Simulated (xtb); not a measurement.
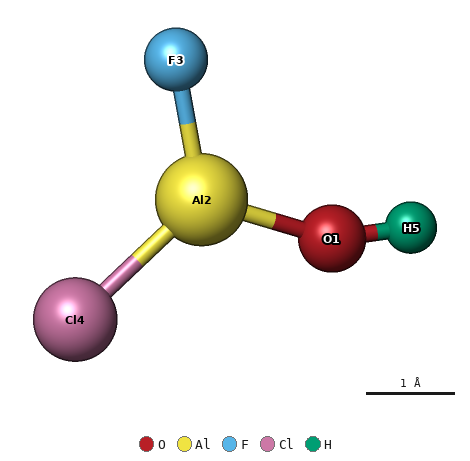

Figure 1. The input geometry (ball-and-stick view, seen at a tilt; atoms are numbered from 1 in the order of the input). Sticks mark near contacts. Bond lengths as drawn: Al–Cl 2.01 Å, Al–F 1.65 Å, Al–O 1.64 Å and H–O 0.95 Å.

# Calculation of the molecule and its ions of AlHClOF

System: AlHClOF.
Method: GFN1-xTB (xtb 6.7.1 later snapshot).

The geometry was optimised with GFN2-xTB.

### Input (struc.tmol)
```
$coord
      0.511303197540      2.027865104336     -0.738807325684  o
     -0.223932545768     -0.815908151568      0.243774670077  al
      0.476796798504     -1.597990205506      3.187646718802  f
     -1.938537750425     -3.297345320337     -2.076582243829  cl
      1.174351402887      3.683359675814     -0.616012922106  h
$end
```

Run on 1 thread of Arm Neoverse V2, 24 GiB of memory available, shared host.

Command:
```bash
xtb struc.tmol --vipea -c 0 --acc 10 --gfn 2 | tee struc.out
```

### What the program printed
```
* xtb version 6.7.1
   ID    Z sym.   atoms
    1    8 o      1
    2   13 al     2
    3    9 f      3
    4   17 cl     4
    5    1 h      5

           -------------------------------------------------
          |                Calculation Setup                |
           -------------------------------------------------

          program call               : xtb struc.tmol --vipea -c 0 --acc 10 --gfn 2
          coordinate file            : struc.tmol
          omp threads                :                     1

           -------------------------------------------------
          |                 G F N 1 - x T B                 |
           -------------------------------------------------

      * Hamiltonian:
        H0-scaling (s, p, d)           1.850000    2.250000    2.000000
        zeta-weighting                 0.000000
      * Dispersion:
        s8                             2.400000
        a1                             0.630000
        a2                             5.000000
        s9                             0.000000
      * Repulsion:
        kExp                           1.500000
        rExp                           1.000000
      * Coulomb:
        alpha                          2.000000
        third order                    atomic
        anisotropic                    false
      * Halogen bond correction:
        rad-scale                      1.300000
        damping                        0.440000

          ...................................................
          :                      SETUP                      :
          :.................................................:
          :  # basis functions                  30          :
          :  # atomic orbitals                  28          :
          :  # shells                           12          :
          :  # electrons                        24          :
          :  # halogen bonds                     1          :
          :  max. iterations                   250          :
          :  Hamiltonian                  GFN1-xTB          :
          :  restarted?                      false          :
          :  GBSA solvation                  false          :
          :  PC potential                    false          :
          :  electronic temp.          300.0000000     K    :
          :  accuracy                   10.0000000          :
          :  -> integral cutoff          0.2000000E+02      :
          :  -> integral neglect         0.1000000E-06      :
          :  -> SCF convergence          0.1000000E-04 Eh   :
          :  -> wf. convergence          0.2000000E-03 e    :
          :  Broyden damping             0.4000000          :
          :  net charge                          0          :
          :  unpaired electrons                  0          :
          ...................................................

 iter      E             dE          RMSdq      gap      omega  full diag
   1    -16.1694610 -0.161695E+02  0.648E+00    5.18       0.0  T
   2    -16.1755462 -0.608522E-02  0.388E+00    5.55       1.0  T
   3    -16.1755376  0.866756E-05  0.281E-01    5.57       1.0  T
   4    -16.1756528 -0.115223E-03  0.431E-02    5.57       1.0  T
   5    -16.1756597 -0.690073E-05  0.110E-02    5.56       4.1  T
   6    -16.1756598 -0.124379E-06  0.274E-03    5.56      16.3  T
   7    -16.1756598 -0.911898E-08  0.477E-04    5.56      93.8  T
   8    -16.1756598 -0.249436E-09  0.127E-04    5.56     352.1  T

   *** convergence criteria satisfied after 8 iterations ***

         #    Occupation            Energy/Eh            Energy/eV
      -------------------------------------------------------------
         1        2.0000           -0.9389849             -25.5511
       ...           ...                  ...                  ...
         6        2.0000           -0.5320968             -14.4791
         7        2.0000           -0.5309450             -14.4477
         8        2.0000           -0.5061421             -13.7728
         9        2.0000           -0.4991204             -13.5818
        10        2.0000           -0.4940179             -13.4429
        11        2.0000           -0.4922569             -13.3950
        12        2.0000           -0.4850220             -13.1981 (HOMO)
        13                         -0.2806714              -7.6375 (LUMO)
        14                         -0.1188353              -3.2337
        15                         -0.0857837              -2.3343
        16                         -0.0672572              -1.8302
        17                         -0.0667507              -1.8164
       ...                                ...                  ...
        28                          0.9865708              26.8460
      -------------------------------------------------------------
                  HL-Gap            0.2043506 Eh            5.5607 eV
             Fermi-level           -0.3828467 Eh          -10.4178 eV

 SCC (total)                   0 d,  0 h,  0 min,  0.003 sec
 SCC setup                      ...        0 min,  0.000 sec (  2.620%)
 Dispersion                     ...        0 min,  0.000 sec (  0.812%)
 classical contributions        ...        0 min,  0.000 sec (  0.206%)
 integral evaluation            ...        0 min,  0.001 sec ( 23.393%)
 iterations                     ...        0 min,  0.001 sec ( 37.838%)
 molecular gradient             ...        0 min,  0.001 sec ( 32.168%)
 printout                       ...        0 min,  0.000 sec (  2.690%)

         :::::::::::::::::::::::::::::::::::::::::::::::::::::
         ::                     SUMMARY                     ::
         :::::::::::::::::::::::::::::::::::::::::::::::::::::
         :: total energy             -16.116722004354 Eh    ::
         :: gradient norm              0.020341925883 Eh/a0 ::
         :: HOMO-LUMO gap              5.560662924891 eV    ::
         ::.................................................::
         :: SCC energy               -16.175659822687 Eh    ::
         :: -> electrostatic           0.072229950476 Eh    ::
         :: repulsion energy           0.060069188992 Eh    ::
         :: dispersion energy         -0.001131370659 Eh    ::
         :: halogen bond corr.         0.000000000000 Eh    ::
         :: add. restraining           0.000000000000 Eh    ::
         :: total charge              -0.000000000000 e     ::
         :::::::::::::::::::::::::::::::::::::::::::::::::::::

           -------------------------------------------------
          |        vertical delta SCC IP calculation        |
           -------------------------------------------------

 iter      E             dE          RMSdq      gap      omega  full diag
   1    -15.5544006 -0.155544E+02  0.339E+00    5.56       0.0  T
   2    -15.4579083  0.964924E-01  0.337E+00    5.81       1.0  T
   3    -15.5294228 -0.715146E-01  0.323E+00    5.50       1.0  T
   4    -15.5005776  0.288452E-01  0.261E+00    5.47       1.0  T
   5    -15.5417107 -0.411330E-01  0.231E+00    5.56       1.0  T
   6    -15.5603106 -0.185999E-01  0.128E+00    5.78       1.0  T
   7    -15.5683151 -0.800457E-02  0.644E-01    5.84       1.0  T
   8    -15.5567570  0.115582E-01  0.133E+00    5.89       1.0  T
   9    -15.5661510 -0.939407E-02  0.809E-01    5.83       1.0  T
  10    -15.5710591 -0.490810E-02  0.950E-02    5.87       1.0  T
  11    -15.5710197  0.393845E-04  0.123E-01    5.87       1.0  T
  12    -15.5711223 -0.102546E-03  0.439E-02    5.87       1.0  T
  13    -15.5711359 -0.135811E-04  0.128E-02    5.87       3.5  T
  14    -15.5711356  0.291192E-06  0.148E-02    5.87       3.0  T
  15    -15.5711373 -0.166694E-05  0.518E-04    5.87      86.4  T
  16    -15.5711373 -0.187357E-08  0.164E-04    5.87     273.2  T
     SCC iter.                  ...        0 min,  0.002 sec
     gradient                   ...        0 min,  0.001 sec
------------------------------------------------------------------------
empirical IP shift (eV):    4.8455
delta SCC IP (eV):   11.6044
------------------------------------------------------------------------
           -------------------------------------------------
          |        vertical delta SCC EA calculation        |
           -------------------------------------------------

 iter      E             dE          RMSdq      gap      omega  full diag
   1    -16.3250600 -0.163251E+02  0.461E+00    4.06       0.0  T
   2    -16.3352565 -0.101965E-01  0.286E+00    4.03       1.0  T
   3    -16.3377146 -0.245805E-02  0.715E-01    3.19       1.0  T
   4    -16.3384425 -0.727917E-03  0.262E-01    3.28       1.0  T
   5    -16.3385370 -0.945004E-04  0.554E-02    3.41       1.0  T
   6    -16.3385429 -0.593915E-05  0.120E-02    3.43       3.7  T
   7    -16.3385433 -0.335901E-06  0.378E-03    3.42      11.8  T
   8    -16.3385433 -0.559445E-07  0.165E-04    3.42     270.9  T
   9    -16.3385433 -0.163109E-09  0.315E-05    3.42    1418.5  T
     SCC iter.                  ...        0 min,  0.001 sec
     gradient                   ...        0 min,  0.001 sec
------------------------------------------------------------------------
empirical EA shift (eV):    4.8455
delta SCC EA (eV):   -0.4132
------------------------------------------------------------------------
           -------------------------------------------------
          |                Property Printout                |
           -------------------------------------------------

    * Orbital Energies and Occupations

         #    Occupation            Energy/Eh            Energy/eV
      -------------------------------------------------------------
         1        2.0000           -0.7037364             -19.1496
         2        2.0000           -0.5660288             -15.4024
         3        2.0000           -0.5380629             -14.6414
         4        2.0000           -0.3889233             -10.5831
         5        2.0000           -0.3185155              -8.6672
         6        2.0000           -0.3071958              -8.3592
         7        2.0000           -0.3041125              -8.2753
         8        2.0000           -0.2922983              -7.9538
         9        2.0000           -0.2908665              -7.9149
        10        2.0000           -0.2718274              -7.3968
        11        2.0000           -0.2678429              -7.2884
        12        2.0000           -0.2634264              -7.1682
        13        1.0000           -0.0474665              -1.2916 (HOMO)
        14                          0.0783484               2.1320 (LUMO)
        15                          0.1518570               4.1322
        16                          0.1678623               4.5678
        17                          0.1679299               4.5696
        18                          0.1688999               4.5960
        19                          0.1844028               5.0179
        20                          0.2163992               5.8885
        21                          0.2498636               6.7991
        22                          0.2808408               7.6421
        23                          0.2833067               7.7092
        24                          0.3342615               9.0957
       ...                                ...                  ...
        28                          1.2276346              33.4056
      -------------------------------------------------------------
                  HL-Gap            0.1258149 Eh            3.4236 eV
             Fermi-level           -0.0700027 Eh           -1.9049 eV

  Mulliken/CM5 charges         n(s)   n(p)   n(d)
     1     -0.64507 -0.83301   1.634  5.011  0.000
     2      0.25479  0.19684   1.223  0.937  0.585
     3     -0.45367 -0.43845   1.793  5.660  0.000
     4     -0.42602 -0.37557   1.874  5.529  0.023
     5      0.26998  0.45019   0.730  0.000  0.000

Wiberg/Mayer (AO) data.
largest (>0.10) Wiberg bond orders for each atom

 ---------------------------------------------------------------------------
     #   Z sym  total        # sym  WBO       # sym  WBO       # sym  WBO
 ---------------------------------------------------------------------------
     1   8      2.021 --     2      1.084     5      0.892
     2  13      3.071 --     1      1.084     4      1.029     3      0.919
     3   9      0.980 --     2      0.919
     4  17      1.087 --     2      1.029
     5   1      0.945 --     1      0.892
 ---------------------------------------------------------------------------

Topologies differ in total number of bonds
Writing topology from bond orders to xtbtopo.mol

 dipole moment from electron density (au)
     X       Y       Z
   0.7887   2.1379  -0.0406  total (Debye):    5.793

           -------------------------------------------------
          | TOTAL ENERGY              -16.279605523150 Eh   |
          | GRADIENT NORM               0.161098498641 Eh/α |
          | HOMO-LUMO GAP               3.423598703321 eV   |
           -------------------------------------------------

------------------------------------------------------------------------
------------------------------------------------------------------------
 total:
 *  cpu-time:     0 d,  0 h,  0 min,  0.014 sec
 * ratio c/w:     1.000 speedup
 SCF:
 *  cpu-time:     0 d,  0 h,  0 min,  0.010 sec
 * ratio c/w:     1.000 speedup
```

### Standard error
```
normal termination of xtb
```

### Summary

```csv
quantity,value
outcome,converged
electrons treated,24
total energy,−16.116722 hartree
dispersion energy,−0.001131 hartree
basis functions,30
peak memory,0.073 GiB
```

### Remarks

Settings chosen away from the usual ones: method = gfn2-xtb; task = vipea; x = {"accuracy": 10}; geo = {"prev": "A"}. These settings are looser than, or depart from, a standard set-up, so the numbers are not reference values for this system.
